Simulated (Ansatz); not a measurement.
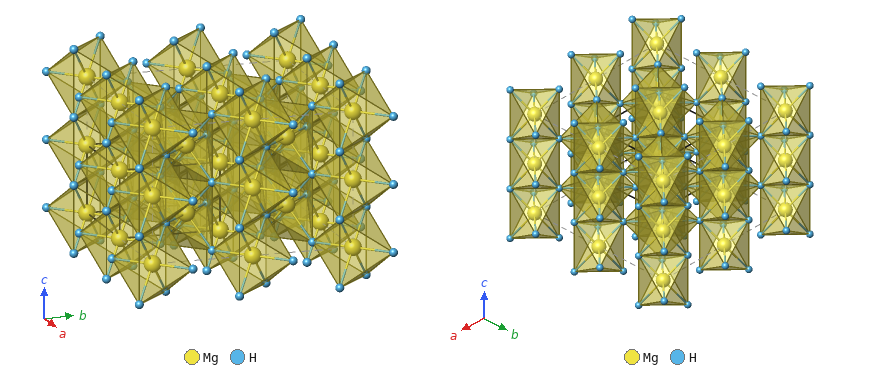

Polyhedra are drawn about Mg (bonds: H–Mg below 2.2 Å); other atoms are plain spheres. Two views of the same piece.

MgH2 (space group P4_2/mnm, No. 136): coordinates from a relaxation with Ansatz, DFT PBE, scalar-relativistic, plane waves, PAW.

> What figure surrounds each Mg atom, and what does it share with the other drawn polyhedra?

Mg: MgH6 octahedron, sharing edges with two neighbours and corners with eight neighbours.

> What is the connectivity of the polyhedra: isolated, groups, chains, layers or framework?

They form a three-dimensional framework of corner- and edge-sharing octahedra.

> How far apart are the centres of linked polyhedra?

Centre to centre across a shared edge: 3.01 Å; across a shared corner: 3.53 Å.
